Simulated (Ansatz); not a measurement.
# [HO2]− (hydroperoxide(1-)): HSE06/STO-3G

What is the vertical ionisation energy of [HO2]− (hydroperoxide(1-)) at HSE06/STO-3G? 

The results are computed with Ansatz 0.2.0.

10 further runs of the same task are left out: 9 that didn't finish, 1 set aside as unsound or not needed.

## (1) The system as given

[HO2]− has 3 atoms, charge -1, and is taken as a singlet. SMILES: `[O-]O`. Geometry: relaxed at PBE0-D4/def2-TZVPD.

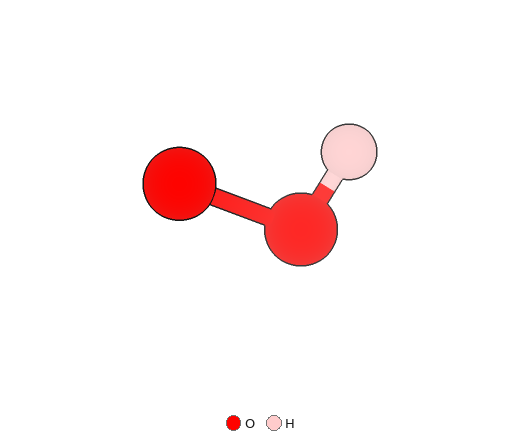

Viewed from a chosen angle; oxygen red, hydrogen pink.

## (2) A single-point energy at HSE06/STO-3G

The input, molecule.yaml:

```yaml
basis:
  gaussian: {orbitals: STO-3G}
crystal:
  periodic: [false, false, false]
  atoms:
    - symbol: O
      position_ang: [-0.357760, 1.025590, -0.080830]
    - symbol: O
      position_ang: [-0.242260, -0.445880, -0.180750]
    - symbol: H
      position_ang: [0.600030, -0.579720, 0.261570]
total_charge: -1
hamiltonian: {xc: {name: HSE06}}
accuracy: high
```

Started as:

```
$ ansatz run molecule.yaml --threads 1 --pin off --max-ram 3480MiB --events-out events.jsonl --progress --plain --runs-dir runs
```

The log of the run:

```text
Warning: RAYON_NUM_THREADS=1 ignored (pool sized by the plan → 1); use --threads N
Functional definition: HSE06
  name "HSE06"
  parameter a = 0.25
  parameter omega = 0.11/bohr
  exchange = pbe_x - a*pbe_x_sr(omega) + a*exact_x_sr(omega)
  correlation = pbe_c
168 factors; integrals over basis functions are off by at most 4.4e-8 eV
37 factors; integrals over basis functions are off by at most 3.0e-10 eV
mean field evaluation 1: about -4037.6954 eV, gradient 2.4e1 eV
mean field evaluation 2: about -4037.4736 eV, gradient 2.5e1 eV
mean field evaluation 4: about -4039.7521 eV, gradient 2.7e-1 eV
mean field evaluation 8: about -4039.7636 eV, gradient 3.0e-4 eV
mean field evaluation 16: about -4039.7636 eV, gradient 4.5e-8 eV
mean field -4039.76364281 eV, -148.4585756230 hartree, gradient 4.5e-8 eV, S^2 0.000000; 0 other end points of the search recorded, 0 dependent functions left out
reference -4039.76364382 eV, -148.4585756602 hartree; 9, 9 occupied and 2, 2 virtual orbitals, 168 factors
Total energy: -4039.76364382 eV, -148.4585756602 hartree
```

Run time: 0.62 s. Hardware: 1 thread of Arm Neoverse V1, shared host.

## (3) Doublet neutral HO2

The input, input.yaml:

```yaml
crystal:
  periodic: [false, false, false]
  atoms:
    - {symbol: O, position_ang: [-0.357760, 1.025590, -0.080830]}
    - {symbol: O, position_ang: [-0.242260, -0.445880, -0.180750]}
    - {symbol: H, position_ang: [0.600030, -0.579720, 0.261570]}
basis:
  gaussian:
    orbitals: STO-3G
magnetization:
  spin_polarized: true
  initial_magnetization: 1
hamiltonian:
  xc: hse06
accuracy: high
```

Started as:

```
$ ansatz run input.yaml --threads 1 --pin off --max-ram 3480MiB --events-out events.jsonl --progress --plain --runs-dir runs
```

The log of the run:

```text
Warning: RAYON_NUM_THREADS=1 ignored (pool sized by the plan → 1); use --threads N
Functional definition: HSE06
  name "HSE06"
  parameter a = 0.25
  parameter omega = 0.11/bohr
  exchange = pbe_x - a*pbe_x_sr(omega) + a*exact_x_sr(omega)
  correlation = pbe_c
168 factors; integrals over basis functions are off by at most 4.4e-8 eV
37 factors; integrals over basis functions are off by at most 3.0e-10 eV
mean field evaluation 1: about -4044.8276 eV, gradient 1.3e1 eV
mean field evaluation 2: about -4042.8073 eV, gradient 2.2e1 eV
mean field evaluation 4: about -4046.1296 eV, gradient 7.1e-1 eV
mean field evaluation 8: about -4046.1356 eV, gradient 6.5e-2 eV
mean field evaluation 16: about -4046.1356 eV, gradient 1.1e-6 eV
mean field -4046.13560173 eV, -148.6927407944 hartree, gradient 2.9e-8 eV, S^2 0.752176; 1 other end points of the search recorded, 0 dependent functions left out
reference -4046.13560280 eV, -148.6927408338 hartree; 9, 8 occupied and 2, 3 virtual orbitals, 168 factors
Total energy: -4046.13560280 eV, -148.6927408338 hartree
```

It took 1.2 s on 1 thread of Arm Neoverse V1, shared host; peak memory 0.096 GiB.

## (4) What came out

At HSE06/STO-3G:

| quantity | value |
| --- | --- |
| singlet [HO2]−: total energy | -148.45858 Eh |
| doublet neutral HO2: total energy | -148.69274 Eh |
| doublet neutral HO2: ⟨S²⟩ | 0.752 |
| vertical detachment energy (to the doublet neutral) | -6.372 eV |

In words: The species is unbound against losing an electron at this level, by 6.37 eV (−147 kcal/mol); missing correlation or diffuse functions can give that sign where the real anion is bound. In a minimal basis such a difference can be off by several eV, whatever the method.
